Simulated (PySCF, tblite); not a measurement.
# C3H6NSSi radical: geometry, infrared bands and EPR parameters

Wanted: the infrared bands and EPR parameters of C3H6NSSi radical (`[H]/N=[C]/C=C\S[SiH3]`), by calculation.

Programs: tblite 0.8.0 and PySCF 2.14.0, with density-fitted response routines of our own. Each step states its level of theory. These are calculated values for one molecule in the gas phase, unless marked as measured. Atoms are numbered from 0 throughout.

### Step 1. Starting geometry

12 atoms, charge 0, multiplicity 2; geometry from: force field or distance geometry start.

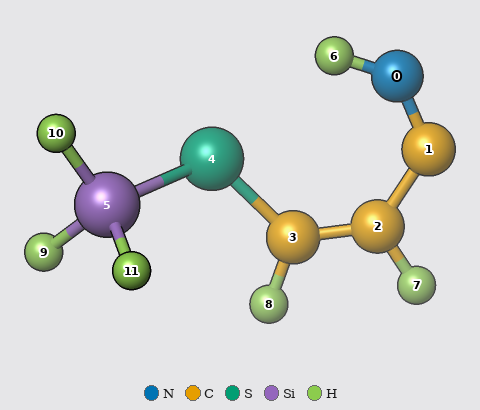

The starting geometry (nitrogen blue, carbon amber, sulfur teal, silicon purple, hydrogen green), atoms numbered.

### Step 2. Geometry optimisation with GFN2-xTB

What the job is given:

```
{"job": {"kind": "relax", "xc": "GFN2-xTB", "basis": "xTB"}, "charge": 0, "multiplicity": 2}
N     -2.287400     1.219100     1.142300
C     -2.629200     0.050800     0.849900
C     -1.722800    -0.999400     0.459700
C     -0.438000    -0.958200     0.289600
S      0.645300     0.402600     0.545800
Si     2.159900     0.619800    -0.907400
H     -1.378100     1.674800     1.146200
H     -2.205100    -1.975400     0.249500
H      0.046700    -1.916300    -0.024700
H      3.276000    -0.315900    -0.577600
H      2.766500     1.961200    -0.911900
H      1.767400     0.236200    -2.287400
```

The run is started by

```console
OMP_NUM_THREADS=1 python probes_run.py task.json out
```

This one command runs all jobs of the session in turn.

Log:

```text
step      E/eV     max force
  0    -469.19765    3.494
  1    -469.34127    3.990
  2    -469.47294    1.463
  3    -469.52461    1.109
  4    -469.55741    0.565
  5    -469.60429    0.401
  6    -469.63321    0.512
  7    -469.68720    0.745
  8    -469.74136    0.887
  9    -469.80015    0.749
 10    -469.87780    0.776
 11    -469.93614    0.625
 12    -469.98853    0.707
 13    -470.04854    0.801
 14    -470.07604    1.348
 15    -470.13456    1.317
 16    -470.16070    0.435
 17    -470.17930    0.383
 18    -470.19444    0.446
 19    -470.21651    0.526
 20    -470.24924    0.545
 21    -470.29075    0.560
 22    -470.33129    0.544
 23    -470.35156    0.752
 24    -470.37826    0.537
 25    -470.39551    0.452
 26    -470.41767    0.457
 27    -470.43762    0.431
 28    -470.46245    0.450
 29    -470.47593    0.305
 30    -470.48936    0.450
 31    -470.49893    0.439
 32    -470.50848    0.517
 33    -470.51615    0.304
 34    -470.52374    0.262
 35    -470.52911    0.300
 36    -470.54029    0.314
 37    -470.54822    0.225
 38    -470.55394    0.166
 39    -470.55834    0.164
 40    -470.56277    0.150
 41    -470.56636    0.132
 42    -470.56831    0.103
 43    -470.56946    0.172
 44    -470.57042    0.116
 45    -470.57186    0.076
 46    -470.57358    0.107
 47    -470.57534    0.114
 48    -470.57676    0.090
 49    -470.57776    0.080
 50    -470.57854    0.080
 51    -470.57937    0.079
 52    -470.58040    0.098
 53    -470.58160    0.134
 54    -470.58290    0.178
 55    -470.58423    0.209
 56    -470.58555    0.260
 57    -470.58677    0.148
 58    -470.58780    0.205
 59    -470.58861    0.077
 60    -470.58933    0.150
 61    -470.59021    0.178
 62    -470.59141    0.159
 63    -470.59272    0.088
 64    -470.59347    0.057
 65    -470.59384    0.059
 66    -470.59415    0.054
 67    -470.59462    0.042
 68    -470.59526    0.045
 69    -470.59583    0.054
 70    -470.59619    0.056
 71    -470.59643    0.056
 72    -470.59677    0.058
 73    -470.59736    0.063
 74    -470.59809    0.060
 75    -470.59870    0.064
 76    -470.59913    0.064
 77    -470.59967    0.065
 78    -470.60076    0.087
 79    -470.60283    0.118
 80    -470.60593    0.132
 81    -470.60760    0.112
 82    -470.60813    0.178
 83    -470.60922    0.073
 84    -470.60955    0.068
 85    -470.61054    0.055
 86    -470.61180    0.066
 87    -470.61321    0.077
 88    -470.61399    0.049
 89    -470.61428    0.050
 90    -470.61445    0.036
 91    -470.61460    0.034
 92    -470.61490    0.059
 93    -470.61523    0.087
 94    -470.61571    0.084
 95    -470.61617    0.060
 96    -470.61651    0.044
 97    -470.61674    0.039
 98    -470.61695    0.050
 99    -470.61711    0.030
100    -470.61720    0.021
101    -470.61726    0.023
102    -470.61732    0.027
103    -470.61738    0.032
104    -470.61745    0.020
105    -470.61751    0.016
106    -470.61755    0.024
107    -470.61757    0.021
108    -470.61758    0.009
```

Run time: 0.65 s. Hardware: 1 thread of Arm Neoverse V1, shared host.

The steps of the relaxation: (not every step is listed)

```
step  energy from step 0 (eV)  largest force (eV/Å)
   0                   0.0000                3.4944
   1                  -0.1436                3.9898
   2                  -0.2753                1.4634
   3                  -0.3270                1.1095
   4                  -0.3598                0.5649
   5                  -0.4066                0.4009
   6                  -0.4356                0.5123
   7                  -0.4896                0.7448
   8                  -0.5437                0.8866
  17                  -0.9817                0.3830
  26                  -1.2200                0.4574
  35                  -1.3315                0.3002
  44                  -1.3728                0.1156
  53                  -1.3839                0.1335
  62                  -1.3938                0.1594
  71                  -1.3988                0.0558
  80                  -1.4083                0.1320
  89                  -1.4166                0.0499
  98                  -1.4193                0.0501
 103                  -1.4197                0.0323
 104                  -1.4198                0.0201
 105                  -1.4199                0.0161
 106                  -1.4199                0.0236
 107                  -1.4199                0.0210
 108                  -1.4199                0.0094
```

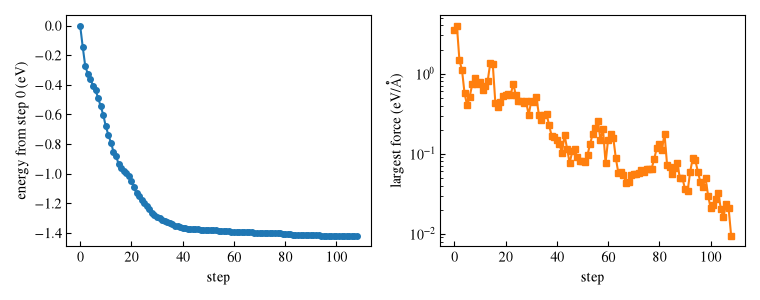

Energy and largest force along the relaxation.

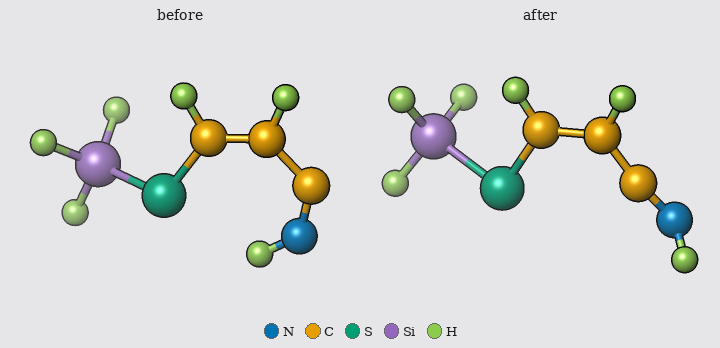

The geometry before (left) and after (right).

Close pairs (by a distance rule), those that changed most:

```
   bond  before (Å)  after (Å)  change (Å)
  C1–C2       1.441      1.332      -0.109
  C2–C3       1.297      1.391      +0.094
  C3–H8       1.119      1.075      -0.044
 S4–Si5       2.110      2.152      +0.041
  N0–C1       1.252      1.212      -0.040
 Si5–H9       1.493      1.460      -0.033
Si5–H11       1.485      1.458      -0.027
  C2–H7       1.109      1.083      -0.026
```

The final coordinates are the input of the step that follows.

### Step 3. Harmonic vibrations with GFN2-xTB

What the job is given:

```
{"job": {"kind": "ir", "xc": "GFN2-xTB", "basis": "xTB"}, "charge": 0, "multiplicity": 2}
N     -2.905968     1.204709     1.069485
C     -2.178508     0.245475     0.927506
C     -1.454788    -0.779671     0.480246
C     -0.101576    -0.746462     0.161262
S      0.864884     0.689320     0.361176
Si     2.395900     0.339972    -1.109733
H     -3.127056     1.601539     1.976961
H     -1.968990    -1.729164     0.402018
H      0.407413    -1.640014    -0.151109
H      2.981728    -0.966179    -0.822259
H      3.314256     1.442060    -0.893335
H      1.773902     0.337731    -2.428244
```

Log:

```text
mode    cm-1     km/mol
  1      24.5      5.18
  2      87.9      1.02
  3      99.4      1.33
  4     141.8      2.15
  5     227.1      5.35
  6     295.7      7.86
  7     316.6      1.83
  8     489.1     44.98
  9     500.6     81.70
 10     527.5     50.40
 11     554.1      6.54
 12     562.3     60.03
 13     650.4     28.27
 14     730.9    156.40
 15     748.3    408.35
 16     783.7    289.88
 17     787.0     23.59
 18     790.5     68.51
 19     991.2    306.34
 20    1055.0     77.32
 21    1143.8      1.68
 22    1278.6     49.63
 23    1381.1     13.51
 24    2129.8    565.70
 25    2287.3    280.32
 26    2312.9    166.68
 27    2378.1    204.01
 28    3038.2      7.21
 29    3104.3     14.34
 30    3287.7     38.77
```

It took 0.34 s on 1 thread of Arm Neoverse V1, shared host.

Which atoms move in the most intense modes:

```
cm⁻¹  km/mol                                 atoms
 731   156.4           H10 60 %, H11 19 %, H9 17 %
 748   408.4  H9 23 %, H11 21 %, H10 20 %, C3 18 %
 784   289.9            H9 30 %, H11 26 %, C3 18 %
 991   306.3                      H6 77 %, N0 11 %
2130   565.7                      C1 68 %, N0 24 %
2287   280.3                               H9 87 %
2313   166.7                     H11 87 %, H9 10 %
2378   204.0                              H10 97 %
```

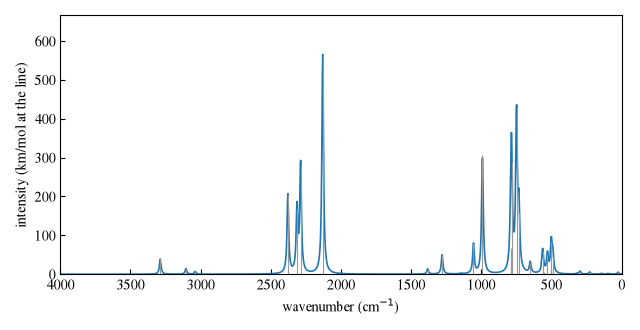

The infrared spectrum from these modes, unscaled. Lines are broadened to a width of 14 cm⁻¹ (Lorentzian).

### Step 4. EPR parameters: B3LYP/pcH-1

Same as in step 3 but for these lines:

```diff
@@ -1,2 +1,2 @@
-{"job": {"kind": "ir", "xc": "GFN2-xTB", "basis": "xTB"}, "charge": 0, "multiplicity": 2}
+{"job": {"kind": "epr", "basis": "pcH-1"}, "charge": 0, "multiplicity": 2}
 N     -2.905968     1.204709     1.069485
```

Level: UKS B3LYP, pcH-1 on C H N S Si, non-relativistic, mean-field spin-orbit, GIAO.

Log:

```text
UKS, coarse grid
  cycle   1  E = -860.27865547  |g| = 3.00e-01
  cycle   2  E = -860.25411016  |g| = 3.77e-01
  cycle   3  E = -860.31551729  |g| = 8.89e-02
  cycle   4  E = -860.31828864  |g| = 4.54e-02
  cycle   5  E = -860.31923474  |g| = 1.37e-02
  cycle   6  E = -860.31932270  |g| = 7.58e-03
  cycle   7  E = -860.31936285  |g| = 2.53e-03
  cycle   8  E = -860.31936977  |g| = 9.59e-04
UKS, final grid
  cycle   1  E = -860.31941097  |g| = 1.08e-03
  cycle   2  E = -860.31941048  |g| = 1.53e-03
  cycle   3  E = -860.31941162  |g| = 2.80e-04
  cycle   4  E = -860.31941166  |g| = 1.16e-04
  cycle   5  E = -860.31941168  |g| = 8.71e-05
  cycle   6  E = -860.31941169  |g| = 3.26e-05
  cycle   7  E = -860.31941169  |g| = 8.29e-06
E = -860.31941169 Eh   <S^2> = 0.7653 (exact 0.7500)
g shifts (ppm)      1          2          3
  rmc          -168       -168       -168
  gc             10         15         15
  oz_so        -465        795       3239
  total        -623        643       3086
hyperfine (MHz)  atom isotope    a_iso     a_fc   dipolar eigenvalues
    0   14N      25.71      25.73     -6.92     -5.73     12.65
    1   13C      24.77      24.91    -32.77    -30.50     63.27
    2   13C     -37.95     -37.97    -18.82      6.40     12.42
    3   13C      64.77      64.57    -54.01    -52.55    106.56
    4   33S       2.29       2.43    -11.37     -7.02     18.40
    5  29Si     -11.71     -11.76     -2.99      1.27      1.72
    6    1H     121.01     121.02     -6.64     -3.96     10.61
    7    1H       7.11       7.11     -4.52      0.23      4.29
    8    1H     -40.74     -40.80    -25.79     -0.19     25.98
    9    1H       4.77       4.77     -1.38     -1.19      2.56
   10    1H       1.34       1.34     -1.14     -0.92      2.06
   11    1H       2.82       2.82     -1.68     -1.06      2.74
```

It took 51 s on 1 thread of Arm Neoverse V1, shared host; peak memory 0.77 GiB.

Principal g values 2.00170, 2.00296, 2.00541; g(iso) = 2.00335, against 2.00232 for a free electron.

Hyperfine couplings; where a row names several nuclei, a(iso) is their mean (it holds for fast rotation or exchange) and the dipolar term the largest among them:

```
      nuclei  isotope  a(iso) (MHz)  a(iso) (G, at g = 2.0023)  largest dipolar term (MHz)
          H6       1H         121.0                       43.2                        10.6
          C3      13C          64.8                       23.1                       106.6
          H8       1H         -40.7                      -14.5                        26.0
          C2      13C         -37.9                      -13.5                       -18.8
          N0      14N          25.7                        9.2                        12.6
          C1      13C          24.8                        8.8                        63.3
         Si5     29Si         -11.7                       -4.2                        -3.0
          H7       1H           7.1                        2.5                        -4.5
H9, H10, H11       1H           3.0                        1.1                         2.7
          S4      33S           2.3                        0.8                        18.4
```

Mulliken spin populations:

```
atom  value (e)
  N0       0.08
  C1       0.35
  C2      -0.17
  C3       0.64
  S4       0.07
 Si5       0.02
  H6       0.04
  H7       0.01
  H8      -0.03
  H9       0.00
 H10       0.00
 H11       0.00
```

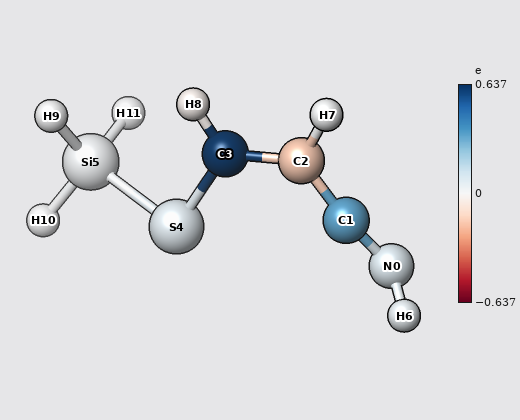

Mulliken spin populations, as colours on the atoms.

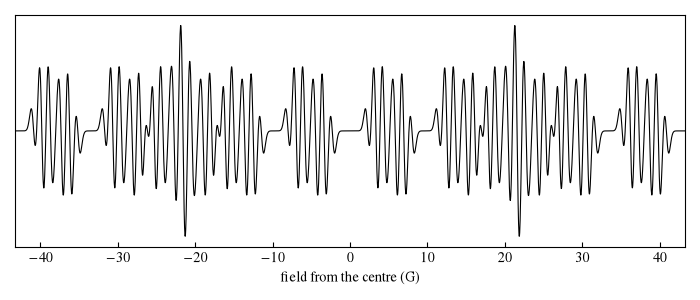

First-order isotropic spectrum (first derivative, main isotopes with spin only, couplings over 0.8 MHz, Gaussian width 0.3 G; couplings of the frozen geometry, rotation of groups not averaged beyond the rows shown).

The fields below are evaluated on a grid from the run's orbitals.

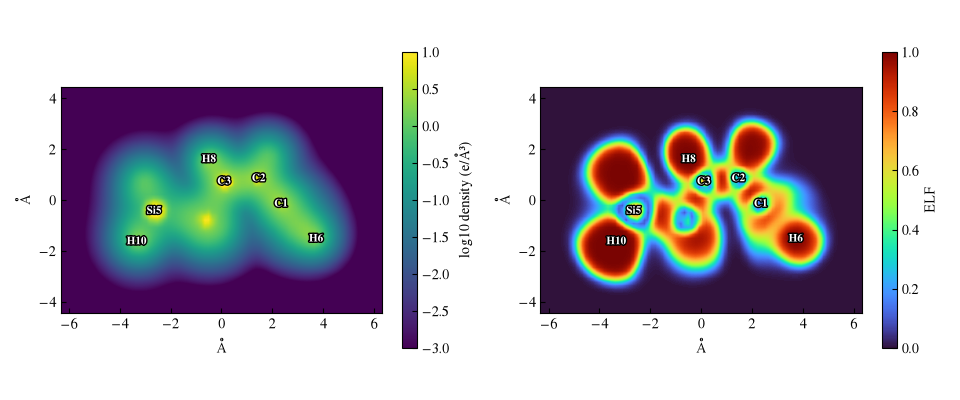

Density (left) and ELF (right) in a plane through or near 7 of the atoms.

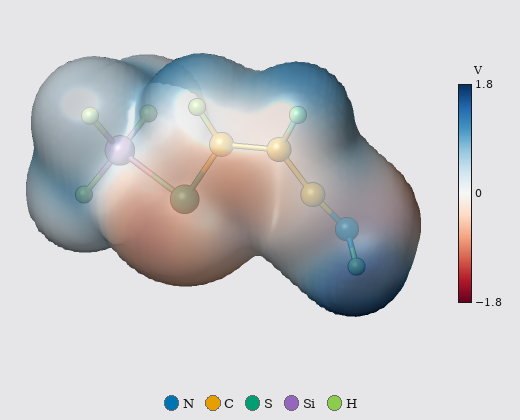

The potential that a unit positive charge feels on the 0.002 e/bohr³ surface, from -1.31 V near N0 to 1.80 V near H6.

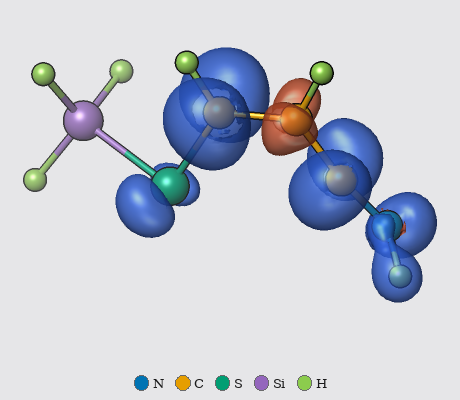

Spin density at ±0.03 e/Å³ (alpha excess blue, beta excess red).

### Step 5. Summary of results

| quantity | value |
| --- | --- |
| strongest single infrared mode (GFN2-xTB) | 2130 cm⁻¹, 566 km/mol |
| zero-point energy (GFN2-xTB) | 46.8 kcal/mol |
| g(iso) (B3LYP) | 2.00335 |
| ⟨S²⟩ | 0.765 (exact 0.75) |
| largest a(iso) (averaged by class) | 1H on H6, 121.0 MHz |
| potential on the surface of density 0.002 e/bohr³, 1st and 99th percentile | -1.31 V and 1.80 V |

The optimisation took 108 steps and gained 1.420 eV; among the close pairs (by a distance rule), C1–C2 changed most, from 1.441 to 1.332 Å. All 30 modes are real, so the xTB geometry is a minimum. The strongest single mode, at 2130 cm⁻¹, moves mainly C1. Unscaled tight-binding wavenumbers are off by several per cent, some by more. Its intensities can rank the bands wrongly. The largest share of the spin, 0.64 e, sits on C3. The isotropic g lies 1.0 ppt above the free-electron value. These values are for one conformer; the search (at its own cheap level) found 2 more, at 0.03, 0.38 kcal/mol (those within 0.05 may be mirror or relabelled copies), and measured spectra average over such forms.
